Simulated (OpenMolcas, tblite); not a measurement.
**A ladder of methods for C2H7BO (SMILES CBOC)**

C2H7BO has 11 atoms, charge 0, and is taken as a singlet. As SMILES, `CBOC`. The coordinates come from a PBE0-D4/def2-TZVP relaxation. This is one conformer, not always the lowest.

```xyz
11

C    -1.3062    1.3417   -0.3647
B    -0.4347    0.2067    0.2571
O     0.6266   -0.2671   -0.4252
C     1.4544   -1.2897    0.0839
H    -0.9660    1.6570   -1.3526
H    -2.3514    1.0213   -0.4376
H    -1.3157    2.2146    0.2979
H    -0.6787   -0.2682    1.3408
H     1.4464   -2.1330   -0.6101
H     1.1138   -1.6261    1.0674
H     2.4768   -0.9142    0.1637
```

Quantity: the HOMO–LUMO gap, in eV. The values are calculated.

| level | kind | program | value (eV) | CPU time |
| --- | --- | --- | --- | --- |
| GFN2-xTB | semi-empirical | tblite | 5.90 | under 2 s |
| HF/cc-pVDZ | Hartree–Fock | OpenMolcas | 16.13 | 11 s |
| SVWN5/cc-pVDZ | LDA | OpenMolcas | 6.05 | 40 s |
| revPBE/cc-pVDZ | GGA | OpenMolcas | 6.27 | 1.7 min |
| M06-L/cc-pVDZ | meta-GGA | OpenMolcas | 7.00 | 2 min |
| r2SCAN/cc-pVDZ | meta-GGA | OpenMolcas | 6.92 | 1.9 min |
| M06-2X/cc-pVDZ | hybrid meta-GGA | OpenMolcas | 11.11 | 1.7 min |
| B2PLYP/cc-pVDZ | double hybrid | OpenMolcas | 11.57 | 57 s |

The values span 5.90 to 16.13 eV. Orbital gaps aren't excitation energies, and those of double hybrids come from the SCF part alone; they tend to grow with the share of exact exchange. Times are those of the runs behind each value, whatever else they computed, on shared processors of several kinds: orders of magnitude only.

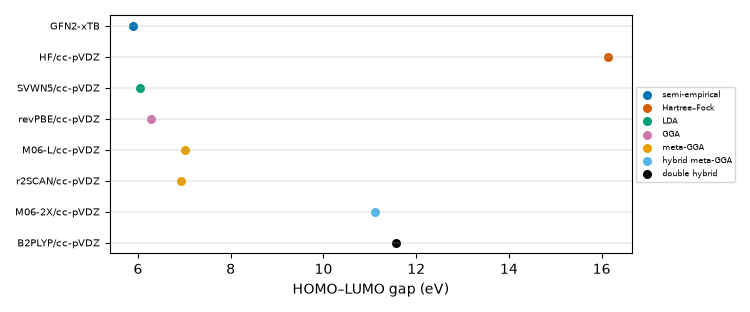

The values of the table, level by level.
